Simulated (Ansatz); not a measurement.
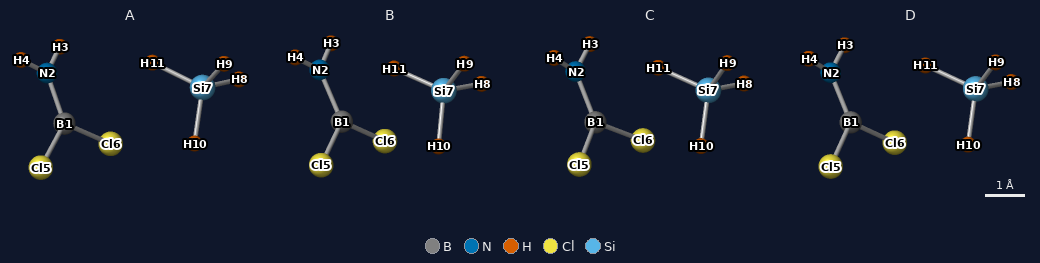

4 geometries from one relaxation of BSiNH$_{6}$Cl$_{2}$, in shuffled order. The picture is a ball-and-stick view, seen at a tilt.

The run prepares an end point of a later path (reaction) calculation, from a guessed geometry.

All numbers below come from RKS PBE/6-31G* (Ansatz). Settings: no spin polarisation; force threshold 0.03 eV/Å; at most 50 steps.

Put them in the order of the run, from the start to the converged end.

Answer. B, C, D, A. They are steps 0, 1, 3, 6, at +9.38 kcal/mol, +4.11 kcal/mol, +0.79 kcal/mol relative to the last. The atom that moves furthest after the best rigid fit is Cl5 (0.59 Å). By element the largest moves are Cl 0.59 Å, H 0.58 Å, Si 0.55 Å, B 0.50 Å, N 0.38 Å. Near-neighbour distances that change, for instance: B1–N2 1.471 → 1.397 Å, Si7–H11 1.473 → 1.499 Å, Si7–H8 1.505 → 1.498 Å, B1–Cl6 1.775 → 1.780 Å. The energy falls by 9.38 kcal/mol in 6 geometry steps. The largest force component goes from 2.3 to 0.022 eV/Å. Cost: 9 s on 2 threads of Intel(R) Xeon(R) 6975P-C (Granite Rapids) (shared host), peak memory 0.17 GiB.

Limits of the set-up: the start holds two separate molecules, 2.3 Å apart at their closest, whose relative position is a soft coordinate and is computed without a dispersion correction.
